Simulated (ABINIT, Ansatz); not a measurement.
**Cs2NaAlH6 (Fm-3m): G0W0 with ABINIT, start to end**

How does a plane-wave GW calculation on Cs2NaAlH6 (Fm-3m) run from the first input to the gap?

Calculated with ABINIT 10.8.3; LDA and many-body steps on it, plane waves.

### Step 1. The structure

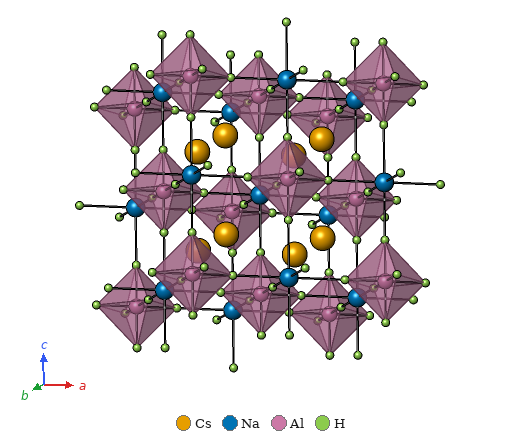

Start, viewed slightly off an axis; caesium orange, sodium blue, aluminium pink, hydrogen green. This picture shows the conventional cell, with its axes. Some periodic images of atoms are drawn too.

The cell and positions are those that the Materials Project relaxed with its own functionals (PBE, PBE+U or r2SCAN), kept fixed. Spin-orbit coupling is left out unless a step names it.

### Step 2. Ground state

This step: ABINIT 10.8.3; DFT, LDA, plane waves, norm-conserving pseudopotentials.

The ground-state density comes first.

run.abi

```
acell 3*1.0 Angstrom
rprim 
  -0.000000000000 4.312959000000 4.312959000000
  4.312959000000 -0.000000000000 4.312959000000
  4.312959000000 4.312959000000 -0.000000000000
ntypat 4
znucl 55 11 13 1
natom 10
typat 1 1 2 3 4 4 4 4 4 4
xred 
  0.250000000000 0.250000000000 0.250000000000
  0.750000000000 0.750000000000 0.750000000000
  0.500000000000 0.500000000000 0.500000000000
  -0.000000000000 -0.000000000000 0.000000000000
  0.208755000000 0.791245000000 0.791245000000
  0.208755000000 0.791245000000 0.208755000000
  0.791245000000 0.208755000000 0.791245000000
  0.791245000000 0.791245000000 0.208755000000
  0.208755000000 0.208755000000 0.791245000000
  0.791245000000 0.208755000000 0.208755000000
pp_dirpath "pseudos"
pseudos "Cs.upf, Na.upf, Al.upf, H.upf"
ecut 38
ngkpt 4 4 4
nshiftk 1
shiftk 0 0 0
kptopt 1
chksymbreak 0
nband 27
occopt 1
tolvrs 1e-10
nstep 60
prtwf 0
optforces 0
optstress 0
indata_prefix "in"
outdata_prefix "out"
tmpdata_prefix "tmp"
```

Run with:

```sh
$ OMP_NUM_THREADS=1 mpirun -n 4 abinit run.abi > log
```

Numbers of over 12 decimals in the logs are rounded to 6 here.

The program printed:

```text
.Version 10.8.3 of ABINIT. v10.8.2 released Aug 2026.

 Symmetries : space group Fm -3 m (#225); Bravais cF (face-center cubic)
================================================================================
 Values of the parameters that define the memory need of the present run
     intxc =       0    ionmov =       0      iscf =       7    lmnmax =       8
     lnmax =       8     mgfft =      64  mpssoang =       4    mqgrid =    3001
     natom =      10  nloc_mem =       1    nspden =       1   nspinor =       1
    nsppol =       1      nsym =      48    n1xccc =    2501    ntypat =       4
    occopt =       1   xclevel =       1
-    mband =          27        mffmem =           1         mkmem =           2
       mpw =       12180          nfft =      262144          nkpt =           8
================================================================================
  Rough estimation (10% accuracy) of disk space for files :
================================================================================

--------------------------------------------------------------------------------
------------- Echo of variables that govern the present computation ------------
--------------------------------------------------------------------------------
 -outvars: echo values of preprocessed input variables --------
            acell      1.8897261259E+00  1.8897261259E+00  1.8897261259E+00 Bohr

      chksymbreak           0
             ecut      3.80000000E+01 Hartree
-          fftalg         312

              ixc       -1012
              kpt      0.00000000E+00  0.00000000E+00  0.00000000E+00
                       2.50000000E-01  0.00000000E+00  0.00000000E+00
                       5.00000000E-01  0.00000000E+00  0.00000000E+00
                       2.50000000E-01  2.50000000E-01  0.00000000E+00
                       5.00000000E-01  2.50000000E-01  0.00000000E+00
                      -2.50000000E-01  2.50000000E-01  0.00000000E+00
                       5.00000000E-01  5.00000000E-01  0.00000000E+00
                      -2.50000000E-01  5.00000000E-01  2.50000000E-01
         kptrlatt        4    0    0      0    4    0      0    0    4
          kptrlen      4.61051231E+01
P           mkmem           2
            natom          10
            nband          27
            ngfft          64      64      64
             nkpt           8
            nstep          60
             nsym          48
           ntypat           4
              occ      2.000000  2.000000  2.000000  2.000000  2.000000  2.000000
                       2.000000  2.000000  2.000000  2.000000  2.000000  2.000000
                       2.000000  2.000000  2.000000  2.000000  2.000000  2.000000
                       0.000000  0.000000  0.000000  0.000000  0.000000  0.000000
                       0.000000  0.000000  0.000000
        optforces           0
        optstress           0
            prtwf           0
            rprim     -0.0000000000E+00  4.3129590000E+00  4.3129590000E+00
                       4.3129590000E+00 -0.0000000000E+00  4.3129590000E+00
                       4.3129590000E+00  4.3129590000E+00 -0.0000000000E+00
          spgroup         225

           tolvrs      1.00000000E-10

             xred      2.5000000000E-01  2.5000000000E-01  2.5000000000E-01
[...]
znucl       55.00000   11.00000   13.00000    1.00000

================================================================================

 chkinp: Checking input parameters for consistency.

================================================================================
== DATASET  1 ==================================================================
-   mpi_nproc: 4, omp_nthreads: 1 (-1 if OMP is not activated)

--- !DatasetInfo
iteration_state: {dtset: 1, }
dimensions: {natom: 10, nkpt: 8, mband: 27, nsppol: 1, nspinor: 1, nspden: 1, mpw: 12180, }
cutoff_energies: {ecut:  38.0, pawecutdg:  -1.0, }
electrons: {nelect:   3.60000000E+01, charge:   0.00000000E+00, occopt:   1.00000000E+00, tsmear:   1.00000000E-02, }

 Real(R)+Recip(G) space primitive vectors, cartesian coordinates (Bohr,Bohr^-1):
 R(1)=  0.0000000  8.1503113  8.1503113  G(1)= -0.0613473  0.0613474  0.0613474
 R(2)=  8.1503113  0.0000000  8.1503113  G(2)=  0.0613474 -0.0613473  0.0613474
 R(3)=  8.1503113  8.1503113  0.0000000  G(3)=  0.0613474  0.0613474 -0.0613473
 Unit cell volume ucvol=  1.0828108E+03 bohr^3
 Angles (23,13,12)=  6.00000000E+01  6.00000000E+01  6.00000000E+01 degrees

 getcut: wavevector=  0.0000  0.0000  0.0000  ngfft=  64  64  64
         ecut(hartree)=     38.000   => boxcut(ratio)=   2.00094

--- Pseudopotential description ------------------------------------------------
- Cs Generated using ONCVPSP code by D. R. Hamann
- 55.00000   9.00000  201201                  znucl, zion, pspdat
12 -1012 3 -1 2328                            pspcod,pspxc,lmax,lloc,mmax
     nproj     2     2     2     2
  pspatm : epsatm=   21.68725381
         --- l  ekb(1:nproj) -->
[...]
pspatm: atomic psp has been read  and splines computed

- Na Generated using ONCVPSP code by D. R. Hamann
- 11.00000   9.00000  180309                  znucl, zion, pspdat
12 -1012 1 -1 1968                            pspcod,pspxc,lmax,lloc,mmax
     nproj     2     2     0     0
  pspatm : epsatm=    9.37365322
[...]
nproj     2     2     2     0
  pspatm : epsatm=    0.57439143
         --- l  ekb(1:nproj) -->
[...]
pspatm: atomic psp has been read  and splines computed

- H Generated using ONCVPSP code by D. R. Hamann
-  1.00000   1.00000  180309                  znucl, zion, pspdat
12 -1012 1 -1 1180                            pspcod,pspxc,lmax,lloc,mmax
     nproj     2     1     0     0
  pspatm : epsatm=    0.35439867
         --- l  ekb(1:nproj) -->
[...]
1   -0.275071
 pspatm: atomic psp has been read  and splines computed

   1.99616199E+03                                ecore*ucvol(ha*bohr**3)
--------------------------------------------------------------------------------

_setup2: Arith. and geom. avg. npw (full set) are   12116.672   12116.645

================================================================================

--- !BeginCycle
iteration_state: {dtset: 1, }
solver: {iscf: 7, nstep: 60, nline: 4, wfoptalg: 0, }
tolerances: {tolvrs: 1.00E-10, }

     iter   Etot(hartree)      deltaE(h)  residm     vres2
 ETOT  1  -98.245599802149    -9.825E+01 2.406E-01 1.375E+03
 ETOT  2  -98.404326472400    -1.587E-01 1.178E-02 3.702E+01
 ETOT  3  -98.405987022299    -1.661E-03 7.032E-04 1.876E+00
 ETOT  4  -98.406137025934    -1.500E-04 3.705E-04 2.229E-01
 ETOT  5  -98.406162537784    -2.551E-05 1.026E-04 1.301E-02
 ETOT  6  -98.406163493887    -9.561E-07 8.831E-05 1.223E-03
 ETOT  7  -98.406163587030    -9.314E-08 2.335E-05 3.200E-05
 ETOT  8  -98.406163593563    -6.533E-09 1.976E-05 7.033E-06
 ETOT  9  -98.406163594692    -1.129E-09 1.227E-05 1.060E-07
 ETOT 10  -98.406163594754    -6.213E-11 1.237E-05 1.939E-08
 ETOT 11  -98.406163594781    -2.709E-11 1.202E-05 3.532E-09
 ETOT 12  -98.406163594785    -3.908E-12 1.203E-05 1.130E-11

 At SCF step   12       vres2   =  1.13E-11 < tolvrs=  1.00E-10 =>converged.

--- !ResultsGS
iteration_state: {dtset: 1, }
comment   : Summary of ground state results
lattice_vectors:
- [ -0.0000000,   8.1503113,   8.1503113, ]
- [  8.1503113,  -0.0000000,   8.1503113, ]
- [  8.1503113,   8.1503113,  -0.0000000, ]
lattice_lengths: [  11.52628,   11.52628,   11.52628, ]
lattice_angles: [ 60.000,  60.000,  60.000, ] # degrees, (23, 13, 12)
lattice_volume:   1.0828108E+03
convergence: {deltae: -3.908E-12, res2:  1.130E-11, residm:  1.203E-05, diffor:  0.000E+00, }
etotal    :  -9.84061636E+01
entropy   :   0.00000000E+00
fermie    :   7.30348660E-02
cartesian_stress_tensor: null
pressure_GPa: null
xred      :
- [  2.5000E-01,   2.5000E-01,   2.5000E-01, Cs]
- [  7.5000E-01,   7.5000E-01,   7.5000E-01, Cs]
- [  5.0000E-01,   5.0000E-01,   5.0000E-01, Na]
- [  0.0000E+00,   0.0000E+00,   0.0000E+00, Al]
- [  2.0875E-01,   7.9125E-01,   7.9124E-01,  H]
- [  2.0875E-01,   7.9125E-01,   2.0875E-01,  H]
- [  7.9125E-01,   2.0875E-01,   7.9125E-01,  H]
- [  7.9124E-01,   7.9125E-01,   2.0875E-01,  H]
- [  2.0875E-01,   2.0876E-01,   7.9124E-01,  H]
- [  7.9124E-01,   2.0876E-01,   2.0875E-01,  H]
cartesian_forces: null
force_length_stats: {min: null, max: null, mean: null, }

 Integrated electronic density in atomic spheres:
 ------------------------------------------------
 Atom  Sphere_radius  Integrated_density
[...]
================================================================================

 ----iterations are completed or convergence reached----

 Mean square residual over all n,k,spin=   62.161E-09; max=  12.027E-06
 reduced coordinates (array xred) for   10 atoms
[...]
0.791245000000      0.208755000000      0.791245000000
       0.791245000000      0.791245000000      0.208755000000
       0.208755000000      0.208755000000      0.791245000000
       0.791245000000      0.208755000000      0.208755000000
 rms dE/dt=  0.0000E+00; max dE/dt=  0.0000E+00; dE/dt below (all hartree)
    1       0.000000000000      0.000000000000      0.000000000000
    2       0.000000000000      0.000000000000      0.000000000000
    3       0.000000000000      0.000000000000      0.000000000000
    4       0.000000000000      0.000000000000      0.000000000000
    5       0.000000000000      0.000000000000      0.000000000000
    6       0.000000000000      0.000000000000      0.000000000000
    7       0.000000000000      0.000000000000      0.000000000000
    8       0.000000000000      0.000000000000      0.000000000000
    9       0.000000000000      0.000000000000      0.000000000000
   10       0.000000000000      0.000000000000      0.000000000000

 cartesian coordinates (angstrom) at end:
[...]
6      4.312959     1.800704     4.312959
    7      4.312959     6.825214     4.312959
    8      4.312959     4.312959     6.825214
    9      4.312959     4.312959     1.800704
   10      1.800704     4.312959     4.312959
 length scales=  1.889726125908  1.889726125908  1.889726125908 bohr
              =  1.000000000000  1.000000000000  1.000000000000 angstroms
 prteigrs : about to open file out_EIG
 Fermi (or HOMO) energy (hartree) =   0.07303   Average Vxc (hartree)=  -0.32248
 Eigenvalues (hartree) for nkpt=   8  k points:
 kpt#   1, nband= 27, wtk=  0.01563, kpt=  0.0000  0.0000  0.0000 (reduced coord)
  -1.79708   -0.78655   -0.78655   -0.78655   -0.68261   -0.67726   -0.20635   -0.20635
  -0.20635   -0.18909   -0.18909   -0.18909   -0.13952   -0.01663   -0.01663   -0.01663
   0.05597    0.05597    0.13758    0.27723    0.27723    0.27723    0.30943    0.30943
   0.33025    0.33025    0.33025
 prteigrs : prtvol=0 or 1, do not print more k-points.

--- !EnergyTerms
iteration_state     : {dtset: 1, }
comment             : Components of total free energy in Hartree
kinetic             :  4.21676573315665E+01
hartree             :  2.54022891763758E+01
xc                  : -2.35952436289453E+01
Ewald energy        : -5.96551307868545E+01
psp_core            :  1.84350022871705E+00
local_psp           : -7.63463688524202E+01
non_local_psp       : -8.22286706322452E+00
total_energy        : -9.84061635947850E+01
total_energy_eV     : -2.67776812656289E+03
band_energy         : -1.34824932566498E+01

== END DATASET(S) ==============================================================
================================================================================

 -outvars: echo values of variables after computation  --------
           etotal     -9.8406163595E+01
            nband          27
             nkpt           8
          spgroup         225
 [... the other variables as echoed above ...]

 Calculation completed.
```

Elapsed: 59 s, on 4 MPI ranks of Arm Neoverse N1, shared host; peak memory 0.53 GiB; 3.9 min of CPU time.

This step gave:

| Property | Result |
| --- | --- |
| total energy | -2677.7681 eV |
| gap | 1.756 eV |
| k of the valence top | 0.5, 0.5, 0 |
| k of the conduction bottom | 0, 0, 0 |
| least direct gap | 2.221 eV |

The gap is indirect, with the least direct gap 0.46 eV higher.

[end of part 1 of 3]

[Paths, hosts, dates, memory and timing lines, banners, echoed tables and standing remarks are left out of the program output.]

[Logs are printed without paths, hosts, clocks, repeated set-up lines and the standing remarks that a program may print on its own settings, such as how far it seeks lower states.]

[Runs of the session that timed out or met a known fault of the program may be left out.]

[Hosts, paths, dates, database ids (printed as entryN), source tags and the programs' standing remarks are cut or masked in the printed files.]

[G0W0 gaps are taken among the corrected bands and points alone; a level outside them can change the order at an edge.]

[Where Ansatz stands beside ABINIT at settings called matched, ABINIT's density can come from a denser mesh and the files from another edition; pairs whose starting gaps differed by over 0.03 eV were left out, so agreement reads better than it is.]
